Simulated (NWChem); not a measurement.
**AlBrF (SMILES [F][Al][Br]): UHF/pcseg-1**

Aim: the electronic atomisation energy of AlBrF at UHF/pcseg-1, from 4 runs. 

Program for the calculation: NWChem 7.3.0.

### 1 Starting point

AlBrF: 3 atoms, total charge 0, spin state doublet. As SMILES, `[F][Al][Br]`. The shape is that of a PBE0-D4/def2-TZVP optimisation.

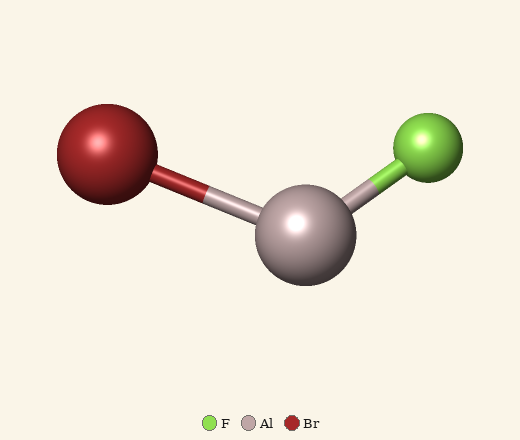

The structure, seen from a chosen angle (fluorine green, aluminium light grey, bromine red).

### 2 The energy at UHF/pcseg-1 (run 1)

Contents of sp.nw:

```
start sp
memory 2200 mb

geometry noautosym nocenter noautoz
  F     -1.120000     1.016600    -0.510500
  Al    -0.440000    -0.468200    -0.288800
  Br     1.549000    -0.613200     0.786200
end

basis "ao basis" spherical bse
  * library pcseg-1
end

scf
  nopen 1
  uhf
  thresh 1e-08
  maxiter 80
  print low
end

task scf energy
```

Launch:

```sh
$ nwchem sp.nw > sp.out
```

Log, shortened:

```text
[...]
  functions       =    59
[...]
  wavefunction    = UHF
[...]
         Total SCF energy =  -2913.509859483527
      One electron energy =  -4444.207014505735
      Two electron energy =   1337.616223517570
 Nuclear repulsion energy =    193.080931504638
                       Sz =      0.5000
                 Sz(Sz+1) =      0.7500
                      S^2 =      0.7532
[...]
```

It took 12 s on 1 thread of AMD EPYC 9R45 (Zen 5), shared host; peak memory 0.098 GiB.

### 3 The Al atom at the same level (run 2)

Contents of job.nw:

```
START job
memory 2200 mb
charge 0
GEOMETRY units angstrom noautosym nocenter noautoz
 Al    0.000000    0.000000    0.000000
END
BASIS spherical bse
 * library pcseg-1
END
SCF
 doublet
 uhf
 thresh 1e-08
 maxiter 80
 noprint "final vectors analysis"
END
TASK scf energy
```

Run the same way, it converges to -241.84657 Eh (log not shown).

Run 3 isn't shown in full; the table further down has it.

### 4 The F atom (run 4)

Contents of f.nw:

```
start f
memory 2200 mb
charge 0

geometry units angstrom noautosym nocenter noautoz
  F     0.000000    0.000000    0.000000
end

basis "ao basis" spherical bse
  F library pcseg-1
end

scf
  doublet
  uhf
  thresh 1e-08
  maxiter 80
  print low
end

task scf energy
```

Launch:

```sh
$ nwchem f.nw > f.out
```

Log, shortened:

```text
[...]
  functions       =    14
[...]
  wavefunction    = UHF
[...]
         Total SCF energy =    -99.340237981348
      One electron energy =   -139.141383322609
      Two electron energy =     39.801145341261
 Nuclear repulsion energy =      0.000000000000
                       Sz =      0.5000
                 Sz(Sz+1) =      0.7500
                      S^2 =      0.7526
[...]
```

Run time: 0.56 s. Hardware: 1 thread of AMD EPYC 9R45 (Zen 5), shared host; peak memory 0.098 GiB.

### 5 The series

```csv
run,partner,energy (Eh),⟨S²⟩,wall time
1,base,-2913.509859,0.753,12 s
2,atoms,-241.846572,0.754,0.78 s
3,atoms,-2572.066161,0.756,3.3 s
4,atoms,-99.340238,0.753,0.56 s
```

### 6 Summary of results

At UHF/pcseg-1:

| quantity | value |
| --- | --- |
| F atom: total energy | -99.34024 Eh |
| F atom: ⟨S²⟩ | 0.753 |
| electronic atomisation energy | 6.990 eV |

In words: Taking the molecule apart into free atoms costs 6.99 eV (674 kJ/mol), before zero-point energy and without spin-orbit coupling. Hartree–Fock lacks the correlation of the bonding pairs, which as a rule makes this value much too low; in minimal bases other errors can mask that. All runs together took 17 s, the longest 12 s.
